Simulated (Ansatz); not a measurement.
# Molecular dynamics of Si$_{2}$H$_{5}$Cl (part 1 of 3)

Si$_{2}$H$_{5}$Cl, computed with RKS PBE0-D4/STO-3G (Ansatz 0.2.0).

It belongs to a series of runs on one base structure; here: dynamics from the start. Figures and captions count atoms from 1; the log counts them from 0 in places.

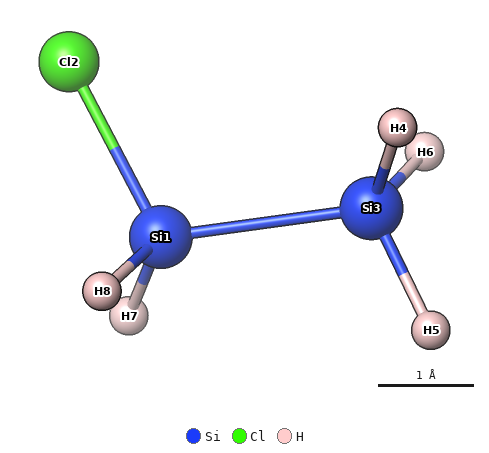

Fig. 1: The input geometry (ball-and-stick view, seen at a tilt; atoms are numbered from 1 in the order of the input). Bond lengths as drawn: Cl–Si 2.11 Å, H–Si 1.44 to 1.45 Å and Si–Si 2.25 Å.

Results in brief

- outcome: finished
- mean temperature over the second half: 147 K
- trajectory: 250 steps, 125 fs
- ensemble: nve
- temperature in the input: 300.0 K
- time step: 0.5 fs
- potential energy (last step): −28031.8803 eV
- mean-field energy (last step): −28031.7285 eV
- largest force (length of the vector) (last step): 1.010 eV/Å
- hardware: 1 thread of Arm Neoverse V1, 24 GiB of memory available, shared host
- wall time: 4.8 min
- peak memory: 0.09 GiB

Notes

So short a trajectory is not equilibrated.

Input
```yaml
crystal:
  periodic: [false, false, false]
  atoms:
    - { symbol: Si, position_ang: [0.00333, 0.035186, -0.013824] }
    - { symbol: Cl, position_ang: [-0.076081, -0.397572, 2.048002] }
    - { symbol: Si, position_ang: [2.131159, 0.000948, -0.744303] }
    - { symbol: H, position_ang: [2.710816, -1.304522, -0.543254] }
    - { symbol: H, position_ang: [2.14247, 0.305165, -2.155745] }
    - { symbol: H, position_ang: [2.92125, 0.986846, -0.048263] }
    - { symbol: H, position_ang: [-0.624263, 1.329888, -0.170386] }
    - { symbol: H, position_ang: [-0.83148, -0.95594, -0.658527] }
basis:
  gaussian: { orbitals: STO-3G }
hamiltonian:
  xc: pbe0
  dispersion: d4
md:
  timestep: 0.5
  n_steps: 250
  ensemble: nve
  temperature: 300.0
  initial_velocities: maxwell_boltzmann
  seed: 5666
  masses: [{ species: H, mass: 2.014 }]
```

Launch command:
```bash
ansatz run input.yaml --threads 1 --pin off --max-ram 2048MiB --backend cpu --events-out ev --progress --plain --runs-dir out
```

Log
```
Engine: ansatz 0.2.0, aarch64-unknown-linux-gnu
Functional definition: PBE0
  parameter a = 0.25
  parameter kappa = 0.804
  parameter beta = 0.06672455060314922
  exchange = (1 - a)*pbe_x(kappa = kappa, mu = beta*pi^2/3) + a*exact_x
  correlation = pbe_c(beta = beta)
402 factors; integrals over basis functions are off by at most 1.1e-5 eV
mean field evaluation 1: about -28030.0445 eV, gradient 2.1e1 eV
mean field evaluation 2: about -28030.9587 eV, gradient 1.5e1 eV
mean field evaluation 4: about -28031.8650 eV, gradient 2.1e-1 eV
mean field evaluation 8: about -28031.8488 eV, gradient 1.6e-4 eV
mean field -28031.84884095 eV, -1030.1514442353 hartree, gradient 2.6e-5 eV, S^2 0.000000; 0 other end points of the search recorded, 0 dependent functions left out
the calculation of the forces begins
reference -28031.84885631 eV, -1030.1514447998 hartree; 25, 25 occupied and 7, 7 virtual orbitals, 402 factors
md step     0: t =     0.00 fs  T =   300.0 K  F+E_penalty+E_count = -28032.00080370 eV  E_kin = 0.232668 eV  conserved = -28031.76813571 eV  (17 SCF iters)
these checks for a lower state are left out or cut short: starts, cluster_reference, orbital_swaps, neighbouring_geometries, increment
402 factors; integrals over basis functions are off by at most 1.1e-5 eV
mean field evaluation 16: about -28031.8478 eV, gradient 7.5e-6 eV
mean field -28031.84778376 eV, -1030.1514053842 hartree, gradient 7.5e-6 eV, S^2 0.000000; 0 other end points of the search recorded, 0 dependent functions left out
the calculation of the forces begins
reference -28031.84779913 eV, -1030.1514059493 hartree; 25, 25 occupied and 7, 7 virtual orbitals, 402 factors
md step     1: t =     0.50 fs  T =   298.6 K  F+E_penalty+E_count = -28031.99971181 eV  E_kin = 0.231583 eV  conserved = -28031.76812902 eV  (17 SCF iters)
[... from here on the SCF iterations and repeated set-up lines of each step are left out, up to the last step ...]
md step     2: t =     1.00 fs  T =   294.6 K  F+E_penalty+E_count = -28031.99659461 eV  E_kin = 0.228480 eV  conserved = -28031.76811508 eV  (17 SCF iters)
md step     3: t =     1.50 fs  T =   288.3 K  F+E_penalty+E_count = -28031.99166672 eV  E_kin = 0.223571 eV  conserved = -28031.76809532 eV  (17 SCF iters)
md step     4: t =     2.00 fs  T =   280.0 K  F+E_penalty+E_count = -28031.98523447 eV  E_kin = 0.217162 eV  conserved = -28031.76807214 eV  (17 SCF iters)
md step     5: t =     2.50 fs  T =   270.3 K  F+E_penalty+E_count = -28031.97765908 eV  E_kin = 0.209611 eV  conserved = -28031.76804816 eV  (17 SCF iters)
md step     6: t =     3.00 fs  T =   259.5 K  F+E_penalty+E_count = -28031.96931622 eV  E_kin = 0.201290 eV  conserved = -28031.76802601 eV  (17 SCF iters)
md step     7: t =     3.50 fs  T =   248.3 K  F+E_penalty+E_count = -28031.96055604 eV  E_kin = 0.192549 eV  conserved = -28031.76800753 eV  (17 SCF iters)
md step     8: t =     4.00 fs  T =   236.8 K  F+E_penalty+E_count = -28031.95167062 eV  E_kin = 0.183676 eV  conserved = -28031.76799428 eV  (17 SCF iters)
md step     9: t =     4.50 fs  T =   225.5 K  F+E_penalty+E_count = -28031.94287168 eV  E_kin = 0.174884 eV  conserved = -28031.76798812 eV  (17 SCF iters)
md step    10: t =     5.00 fs  T =   214.4 K  F+E_penalty+E_count = -28031.93427548 eV  E_kin = 0.166289 eV  conserved = -28031.76798641 eV  (16 SCF iters)
md step    11: t =     5.50 fs  T =   203.6 K  F+E_penalty+E_count = -28031.92591308 eV  E_kin = 0.157924 eV  conserved = -28031.76798938 eV  (16 SCF iters)
md step    12: t =     6.00 fs  T =   193.1 K  F+E_penalty+E_count = -28031.91774045 eV  E_kin = 0.149745 eV  conserved = -28031.76799541 eV  (17 SCF iters)
md step    13: t =     6.50 fs  T =   182.7 K  F+E_penalty+E_count = -28031.90966437 eV  E_kin = 0.141662 eV  conserved = -28031.76800271 eV  (18 SCF iters)
md step    14: t =     7.00 fs  T =   172.2 K  F+E_penalty+E_count = -28031.90157224 eV  E_kin = 0.133563 eV  conserved = -28031.76800921 eV  (18 SCF iters)
md step    15: t =     7.50 fs  T =   161.6 K  F+E_penalty+E_count = -28031.89336390 eV  E_kin = 0.125351 eV  conserved = -28031.76801309 eV  (18 SCF iters)
md step    16: t =     8.00 fs  T =   150.8 K  F+E_penalty+E_count = -28031.88498054 eV  E_kin = 0.116968 eV  conserved = -28031.76801292 eV  (18 SCF iters)
md step    17: t =     8.50 fs  T =   139.8 K  F+E_penalty+E_count = -28031.87642733 eV  E_kin = 0.108419 eV  conserved = -28031.76800784 eV  (15 SCF iters)
md step    18: t =     9.00 fs  T =   128.7 K  F+E_penalty+E_count = -28031.86778725 eV  E_kin = 0.099789 eV  conserved = -28031.76799804 eV  (15 SCF iters)
md step    19: t =     9.50 fs  T =   117.6 K  F+E_penalty+E_count = -28031.85922186 eV  E_kin = 0.091239 eV  conserved = -28031.76798302 eV  (14 SCF iters)
md step    20: t =    10.00 fs  T =   107.0 K  F+E_penalty+E_count = -28031.85096571 eV  E_kin = 0.083001 eV  conserved = -28031.76796513 eV  (19 SCF iters)
md step    21: t =    10.50 fs  T =    97.2 K  F+E_penalty+E_count = -28031.84330265 eV  E_kin = 0.075357 eV  conserved = -28031.76794582 eV  (15 SCF iters)
md step    22: t =    11.00 fs  T =    88.5 K  F+E_penalty+E_count = -28031.83653841 eV  E_kin = 0.068611 eV  conserved = -28031.76792692 eV  (15 SCF iters)
md step    23: t =    11.50 fs  T =    81.3 K  F+E_penalty+E_count = -28031.83096662 eV  E_kin = 0.063056 eV  conserved = -28031.76791090 eV  (15 SCF iters)
md step    24: t =    12.00 fs  T =    76.0 K  F+E_penalty+E_count = -28031.82683263 eV  E_kin = 0.058932 eV  conserved = -28031.76790016 eV  (15 SCF iters)
md step    25: t =    12.50 fs  T =    72.7 K  F+E_penalty+E_count = -28031.82430095 eV  E_kin = 0.056405 eV  conserved = -28031.76789628 eV  (15 SCF iters)
md step    26: t =    13.00 fs  T =    71.6 K  F+E_penalty+E_count = -28031.82343140 eV  E_kin = 0.055532 eV  conserved = -28031.76789973 eV  (15 SCF iters)
md step    27: t =    13.50 fs  T =    72.5 K  F+E_penalty+E_count = -28031.82416800 eV  E_kin = 0.056258 eV  conserved = -28031.76791038 eV  (15 SCF iters)
md step    28: t =    14.00 fs  T =    75.3 K  F+E_penalty+E_count = -28031.82634121 eV  E_kin = 0.058414 eV  conserved = -28031.76792719 eV  (15 SCF iters)
md step    29: t =    14.50 fs  T =    79.6 K  F+E_penalty+E_count = -28031.82968488 eV  E_kin = 0.061737 eV  conserved = -28031.76794827 eV  (15 SCF iters)
md step    30: t =    15.00 fs  T =    85.0 K  F+E_penalty+E_count = -28031.83386551 eV  E_kin = 0.065894 eV  conserved = -28031.76797127 eV  (15 SCF iters)
md step    31: t =    15.50 fs  T =    90.9 K  F+E_penalty+E_count = -28031.83852013 eV  E_kin = 0.070526 eV  conserved = -28031.76799386 eV  (15 SCF iters)
md step    32: t =    16.00 fs  T =    97.1 K  F+E_penalty+E_count = -28031.84329602 eV  E_kin = 0.075283 eV  conserved = -28031.76801315 eV  (15 SCF iters)
md step    33: t =    16.50 fs  T =   103.0 K  F+E_penalty+E_count = -28031.84789036 eV  E_kin = 0.079863 eV  conserved = -28031.76802735 eV  (15 SCF iters)
md step    34: t =    17.00 fs  T =   108.4 K  F+E_penalty+E_count = -28031.85207996 eV  E_kin = 0.084045 eV  conserved = -28031.76803533 eV  (14 SCF iters)
md step    35: t =    17.50 fs  T =   113.1 K  F+E_penalty+E_count = -28031.85574013 eV  E_kin = 0.087703 eV  conserved = -28031.76803678 eV  (15 SCF iters)
md step    36: t =    18.00 fs  T =   117.1 K  F+E_penalty+E_count = -28031.85884944 eV  E_kin = 0.090817 eV  conserved = -28031.76803223 eV  (15 SCF iters)
md step    37: t =    18.50 fs  T =   120.5 K  F+E_penalty+E_count = -28031.86148049 eV  E_kin = 0.093457 eV  conserved = -28031.76802320 eV  (15 SCF iters)
md step    38: t =    19.00 fs  T =   123.5 K  F+E_penalty+E_count = -28031.86377756 eV  E_kin = 0.095766 eV  conserved = -28031.76801158 eV  (15 SCF iters)
md step    39: t =    19.50 fs  T =   126.3 K  F+E_penalty+E_count = -28031.86592596 eV  E_kin = 0.097926 eV  conserved = -28031.76799955 eV  (15 SCF iters)
md step    40: t =    20.00 fs  T =   129.1 K  F+E_penalty+E_count = -28031.86811688 eV  E_kin = 0.100127 eV  conserved = -28031.76798939 eV  (15 SCF iters)
md step    41: t =    20.50 fs  T =   132.2 K  F+E_penalty+E_count = -28031.87051275 eV  E_kin = 0.102530 eV  conserved = -28031.76798285 eV  (15 SCF iters)
md step    42: t =    21.00 fs  T =   135.7 K  F+E_penalty+E_count = -28031.87321885 eV  E_kin = 0.105238 eV  conserved = -28031.76798121 eV  (15 SCF iters)
md step    43: t =    21.50 fs  T =   139.6 K  F+E_penalty+E_count = -28031.87626403 eV  E_kin = 0.108279 eV  conserved = -28031.76798482 eV  (14 SCF iters)
md step    44: t =    22.00 fs  T =   143.9 K  F+E_penalty+E_count = -28031.87959389 eV  E_kin = 0.111601 eV  conserved = -28031.76799330 eV  (14 SCF iters)
md step    45: t =    22.50 fs  T =   148.4 K  F+E_penalty+E_count = -28031.88307618 eV  E_kin = 0.115071 eV  conserved = -28031.76800565 eV  (15 SCF iters)
md step    46: t =    23.00 fs  T =   152.8 K  F+E_penalty+E_count = -28031.88651752 eV  E_kin = 0.118497 eV  conserved = -28031.76802025 eV  (19 SCF iters)
md step    47: t =    23.50 fs  T =   156.9 K  F+E_penalty+E_count = -28031.88968887 eV  E_kin = 0.121654 eV  conserved = -28031.76803519 eV  (15 SCF iters)
md step    48: t =    24.00 fs  T =   160.3 K  F+E_penalty+E_count = -28031.89235624 eV  E_kin = 0.124308 eV  conserved = -28031.76804852 eV  (15 SCF iters)
md step    49: t =    24.50 fs  T =   162.8 K  F+E_penalty+E_count = -28031.89431221 eV  E_kin = 0.126254 eV  conserved = -28031.76805830 eV  (14 SCF iters)
md step    50: t =    25.00 fs  T =   164.2 K  F+E_penalty+E_count = -28031.89540520 eV  E_kin = 0.127342 eV  conserved = -28031.76806285 eV  (15 SCF iters)
md step    51: t =    25.50 fs  T =   164.4 K  F+E_penalty+E_count = -28031.89556333 eV  E_kin = 0.127502 eV  conserved = -28031.76806174 eV  (15 SCF iters)
md step    52: t =    26.00 fs  T =   163.4 K  F+E_penalty+E_count = -28031.89480751 eV  E_kin = 0.126753 eV  conserved = -28031.76805461 eV  (15 SCF iters)
md step    53: t =    26.50 fs  T =   161.4 K  F+E_penalty+E_count = -28031.89325572 eV  E_kin = 0.125214 eV  conserved = -28031.76804185 eV  (15 SCF iters)
md step    54: t =    27.00 fs  T =   158.7 K  F+E_penalty+E_count = -28031.89111545 eV  E_kin = 0.123091 eV  conserved = -28031.76802463 eV  (15 SCF iters)
md step    55: t =    27.50 fs  T =   155.6 K  F+E_penalty+E_count = -28031.88866516 eV  E_kin = 0.120660 eV  conserved = -28031.76800501 eV  (15 SCF iters)
md step    56: t =    28.00 fs  T =   152.5 K  F+E_penalty+E_count = -28031.88622469 eV  E_kin = 0.118240 eV  conserved = -28031.76798456 eV  (15 SCF iters)
md step    57: t =    28.50 fs  T =   149.8 K  F+E_penalty+E_count = -28031.88412092 eV  E_kin = 0.116156 eV  conserved = -28031.76796471 eV  (15 SCF iters)
md step    58: t =    29.00 fs  T =   147.9 K  F+E_penalty+E_count = -28031.88265390 eV  E_kin = 0.114704 eV  conserved = -28031.76795035 eV  (15 SCF iters)
md step    59: t =    29.50 fs  T =   147.1 K  F+E_penalty+E_count = -28031.88205342 eV  E_kin = 0.114112 eV  conserved = -28031.76794184 eV  (15 SCF iters)
md step    60: t =    30.00 fs  T =   147.7 K  F+E_penalty+E_count = -28031.88245561 eV  E_kin = 0.114515 eV  conserved = -28031.76794038 eV  (15 SCF iters)
md step    61: t =    30.50 fs  T =   149.5 K  F+E_penalty+E_count = -28031.88388361 eV  E_kin = 0.115937 eV  conserved = -28031.76794634 eV  (15 SCF iters)
md step    62: t =    31.00 fs  T =   152.5 K  F+E_penalty+E_count = -28031.88624354 eV  E_kin = 0.118285 eV  conserved = -28031.76795897 eV  (15 SCF iters)
md step    63: t =    31.50 fs  T =   156.5 K  F+E_penalty+E_count = -28031.88933599 eV  E_kin = 0.121359 eV  conserved = -28031.76797672 eV  (15 SCF iters)
md step    64: t =    32.00 fs  T =   161.0 K  F+E_penalty+E_count = -28031.89288099 eV  E_kin = 0.124884 eV  conserved = -28031.76799734 eV  (15 SCF iters)
md step    65: t =    32.50 fs  T =   165.7 K  F+E_penalty+E_count = -28031.89655351 eV  E_kin = 0.128535 eV  conserved = -28031.76801825 eV  (15 SCF iters)
md step    66: t =    33.00 fs  T =   170.2 K  F+E_penalty+E_count = -28031.90002449 eV  E_kin = 0.131988 eV  conserved = -28031.76803683 eV  (14 SCF iters)
md step    67: t =    33.50 fs  T =   174.0 K  F+E_penalty+E_count = -28031.90300176 eV  E_kin = 0.134951 eV  conserved = -28031.76805099 eV  (15 SCF iters)
md step    68: t =    34.00 fs  T =   176.9 K  F+E_penalty+E_count = -28031.90526457 eV  E_kin = 0.137205 eV  conserved = -28031.76805913 eV  (15 SCF iters)
md step    69: t =    34.50 fs  T =   178.7 K  F+E_penalty+E_count = -28031.90668791 eV  E_kin = 0.138627 eV  conserved = -28031.76806061 eV  (15 SCF iters)
md step    70: t =    35.00 fs  T =   179.5 K  F+E_penalty+E_count = -28031.90725253 eV  E_kin = 0.139197 eV  conserved = -28031.76805560 eV  (14 SCF iters)
md step    71: t =    35.50 fs  T =   179.2 K  F+E_penalty+E_count = -28031.90704070 eV  E_kin = 0.138995 eV  conserved = -28031.76804552 eV  (14 SCF iters)
md step    72: t =    36.00 fs  T =   178.2 K  F+E_penalty+E_count = -28031.90621684 eV  E_kin = 0.138185 eV  conserved = -28031.76803210 eV  (19 SCF iters)
md step    73: t =    36.50 fs  T =   176.6 K  F+E_penalty+E_count = -28031.90499841 eV  E_kin = 0.136981 eV  conserved = -28031.76801759 eV  (15 SCF iters)
md step    74: t =    37.00 fs  T =   174.9 K  F+E_penalty+E_count = -28031.90362000 eV  E_kin = 0.135616 eV  conserved = -28031.76800430 eV  (14 SCF iters)
md step    75: t =    37.50 fs  T =   173.2 K  F+E_penalty+E_count = -28031.90229649 eV  E_kin = 0.134302 eV  conserved = -28031.76799413 eV  (14 SCF iters)
md step    76: t =    38.00 fs  T =   171.8 K  F+E_penalty+E_count = -28031.90119113 eV  E_kin = 0.133202 eV  conserved = -28031.76798866 eV  (14 SCF iters)
md step    77: t =    38.50 fs  T =   170.7 K  F+E_penalty+E_count = -28031.90039208 eV  E_kin = 0.132403 eV  conserved = -28031.76798867 eV  (15 SCF iters)
md step    78: t =    39.00 fs  T =   170.1 K  F+E_penalty+E_count = -28031.89990130 eV  E_kin = 0.131907 eV  conserved = -28031.76799427 eV  (13 SCF iters)
md step    79: t =    39.50 fs  T =   169.7 K  F+E_penalty+E_count = -28031.89963538 eV  E_kin = 0.131631 eV  conserved = -28031.76800389 eV  (14 SCF iters)
md step    80: t =    40.00 fs  T =   169.5 K  F+E_penalty+E_count = -28031.89944137 eV  E_kin = 0.131425 eV  conserved = -28031.76801634 eV  (13 SCF iters)
md step    81: t =    40.50 fs  T =   169.0 K  F+E_penalty+E_count = -28031.89911960 eV  E_kin = 0.131089 eV  conserved = -28031.76803017 eV  (14 SCF iters)
md step    82: t =    41.00 fs  T =   168.1 K  F+E_penalty+E_count = -28031.89845204 eV  E_kin = 0.130409 eV  conserved = -28031.76804275 eV  (14 SCF iters)
md step    83: t =    41.50 fs  T =   166.6 K  F+E_penalty+E_count = -28031.89723561 eV  E_kin = 0.129183 eV  conserved = -28031.76805239 eV  (14 SCF iters)
md step    84: t =    42.00 fs  T =   164.1 K  F+E_penalty+E_count = -28031.89531085 eV  E_kin = 0.127253 eV  conserved = -28031.76805774 eV  (14 SCF iters)
md step    85: t =    42.50 fs  T =   160.6 K  F+E_penalty+E_count = -28031.89258544 eV  E_kin = 0.124528 eV  conserved = -28031.76805766 eV  (14 SCF iters)
md step    86: t =    43.00 fs  T =   156.0 K  F+E_penalty+E_count = -28031.88905093 eV  E_kin = 0.120999 eV  conserved = -28031.76805211 eV  (14 SCF iters)
md step    87: t =    43.50 fs  T =   150.5 K  F+E_penalty+E_count = -28031.88478788 eV  E_kin = 0.116747 eV  conserved = -28031.76804120 eV  (14 SCF iters)
md step    88: t =    44.00 fs  T =   144.3 K  F+E_penalty+E_count = -28031.87996247 eV  E_kin = 0.111937 eV  conserved = -28031.76802581 eV  (14 SCF iters)
md step    89: t =    44.50 fs  T =   137.7 K  F+E_penalty+E_count = -28031.87481259 eV  E_kin = 0.106805 eV  conserved = -28031.76800736 eV  (15 SCF iters)
md step    90: t =    45.00 fs  T =   131.1 K  F+E_penalty+E_count = -28031.86962536 eV  E_kin = 0.101638 eV  conserved = -28031.76798765 eV  (14 SCF iters)
md step    91: t =    45.50 fs  T =   124.7 K  F+E_penalty+E_count = -28031.86470896 eV  E_kin = 0.096740 eV  conserved = -28031.76796864 eV  (14 SCF iters)
md step    92: t =    46.00 fs  T =   119.2 K  F+E_penalty+E_count = -28031.86036115 eV  E_kin = 0.092409 eV  conserved = -28031.76795210 eV  (14 SCF iters)
md step    93: t =    46.50 fs  T =   114.6 K  F+E_penalty+E_count = -28031.85683948 eV  E_kin = 0.088900 eV  conserved = -28031.76793995 eV  (14 SCF iters)
md step    94: t =    47.00 fs  T =   111.4 K  F+E_penalty+E_count = -28031.85433483 eV  E_kin = 0.086402 eV  conserved = -28031.76793328 eV  (14 SCF iters)
md step    95: t =    47.50 fs  T =   109.6 K  F+E_penalty+E_count = -28031.85295376 eV  E_kin = 0.085021 eV  conserved = -28031.76793229 eV  (14 SCF iters)
md step    96: t =    48.00 fs  T =   109.3 K  F+E_penalty+E_count = -28031.85271193 eV  E_kin = 0.084775 eV  conserved = -28031.76793682 eV  (14 SCF iters)
md step    97: t =    48.50 fs  T =   110.4 K  F+E_penalty+E_count = -28031.85353802 eV  E_kin = 0.085592 eV  conserved = -28031.76794590 eV  (14 SCF iters)
md step    98: t =    49.00 fs  T =   112.6 K  F+E_penalty+E_count = -28031.85528924 eV  E_kin = 0.087331 eV  conserved = -28031.76795816 eV  (14 SCF iters)
md step    99: t =    49.50 fs  T =   115.8 K  F+E_penalty+E_count = -28031.85777474 eV  E_kin = 0.089803 eV  conserved = -28031.76797140 eV  (14 SCF iters)
md step   100: t =    50.00 fs  T =   119.7 K  F+E_penalty+E_count = -28031.86078557 eV  E_kin = 0.092802 eV  conserved = -28031.76798374 eV  (19 SCF iters)
md step   101: t =    50.50 fs  T =   124.0 K  F+E_penalty+E_count = -28031.86412454 eV  E_kin = 0.096131 eV  conserved = -28031.76799379 eV  (14 SCF iters)
md step   102: t =    51.00 fs  T =   128.5 K  F+E_penalty+E_count = -28031.86763191 eV  E_kin = 0.099632 eV  conserved = -28031.76800020 eV  (14 SCF iters)
```
